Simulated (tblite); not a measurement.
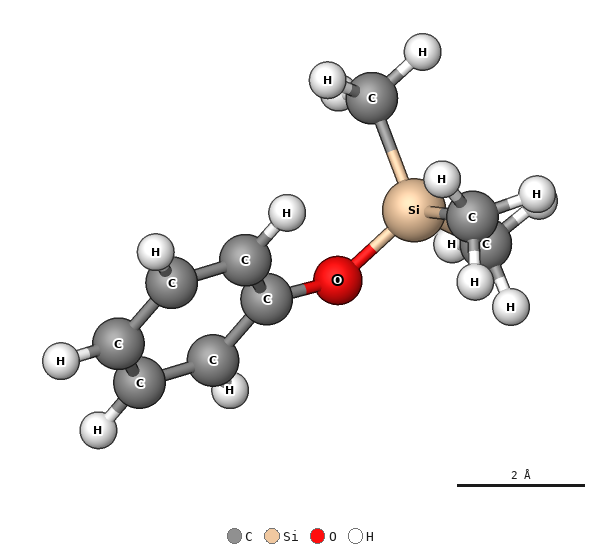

**Figure 1.** The structure (ball-and-stick view, seen at a tilt).

## Frequency calculation, with input and output: C₉H₁₄OSi

System: C₉H₁₄OSi.
Method: GFN2-xTB harmonic vibrations, gas phase (tblite 0.8.0).

What the program printed
```
mode    cm-1     km/mol
  1      25.7      0.15
  2      35.1      0.25
  3      70.5      0.07
  4      84.7      0.04
  5      93.9      0.01
  6      97.0      0.05
  7     156.3      0.17
  8     161.3      0.02
  9     181.2      4.52
 10     198.0      4.31
 11     225.8     10.01
 12     260.7     18.96
 13     353.2      8.51
 14     378.2      0.05
 15     481.5      0.75
 16     494.7     11.87
 17     587.7      1.21
 18     626.2      0.23
 19     657.0      0.03
 20     711.4     16.72
 21     730.9     18.13
 22     747.0      8.78
 23     761.3     36.70
 24     779.6      0.26
 25     795.0      4.90
 26     801.2      2.20
 27     854.5    226.15
 28     859.9    175.61
 29     866.1    129.41
 30     869.4     15.45
 31     885.9      7.47
 32     922.8      0.01
 33     926.5      1.65
 34     930.1    352.68
 35     999.3     98.13
 36    1078.2      0.07
 37    1111.3      0.39
 38    1178.9      2.33
 39    1183.2     28.21
 40    1266.9    268.54
 41    1276.5    172.76
 42    1321.0     16.68
 43    1377.4     20.32
 44    1379.1     19.48
 45    1382.2     13.81
 46    1439.3      3.02
 47    1473.5    150.77
 48    1484.8      0.10
 49    1486.1      1.00
 50    1486.3      0.19
 51    1490.3      0.55
 52    1491.8      4.21
 53    1494.7      0.81
 54    1585.0      4.96
 55    1601.0     85.34
 56    3030.7      8.58
 57    3034.2     53.98
 58    3035.7     20.99
 59    3038.9     11.11
 60    3048.3     25.12
 61    3050.8     11.36
 62    3052.5     18.43
 63    3053.5     45.76
 64    3059.5     61.29
 65    3076.8      3.25
 66    3079.7     28.29
 67    3093.5     75.27
 68    3101.8     44.76
 69    3106.0     16.62
```

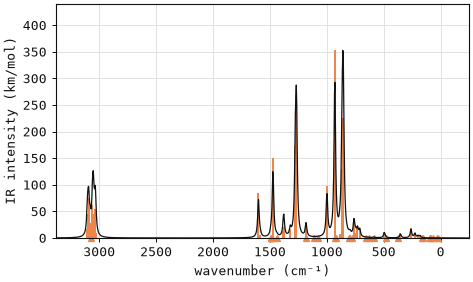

**Figure 2.** Harmonic infrared spectrum, unscaled: sticks (degenerate modes added up, dark ones marked on the axis) with a Lorentzian envelope of 16 cm⁻¹ full width, scaled to the tallest stick. 69 modes from 26 to 3106 cm⁻¹, none imaginary. The strongest line is at 930 cm⁻¹ (353 km/mol).

The run was set up as follows.

Input file
```
{"job": {"kind": "ir", "xc": "GFN2-xTB", "basis": "xTB"}, "charge": 0, "multiplicity": 1}
C     -1.848335     1.412510    -1.234062
Si    -1.648205    -0.092886    -0.075353
C     -1.954729     0.446046     1.729418
C     -2.810588    -1.500710    -0.593736
O     -0.186014    -0.823943    -0.232064
C      1.102523    -0.453832    -0.090255
C      2.076905    -1.444084    -0.192277
C      3.413736    -1.119511    -0.066140
C      3.796573     0.191217     0.165284
C      2.829488     1.176111     0.268449
C      1.488831     0.860041     0.142964
H     -2.892869     1.582531    -1.475291
H     -1.317443     1.258948    -2.169673
H     -1.468069     2.329172    -0.791494
H     -2.953778     0.849546     1.859148
H     -1.250005     1.208937     2.049069
H     -1.850181    -0.394596     2.409612
H     -2.658940    -2.385534     0.015538
H     -3.847855    -1.201590    -0.489853
H     -2.650306    -1.785333    -1.628606
H      1.765206    -2.461276    -0.372510
H      4.160270    -1.895691    -0.148637
H      4.841821     0.442887     0.262482
H      3.119477     2.200988     0.448264
H      0.731553     1.624197     0.218858
```

The first line tells a small driver script what to run in tblite; the rest is the geometry in Å.

Launched with:
```bash
OMP_NUM_THREADS=2 python <driver script> task.json out
```

Key numbers

| quantity | value |
| --- | --- |
| outcome | converged |
| total energy | −876.9861 eV |
| zero-point energy | 127.3160 kcal/mol |
| hardware | 2 CPU threads, shared host |
| wall time | 2.2 s (CPU time 4.4 s) |
| peak memory | 0.18 GiB |
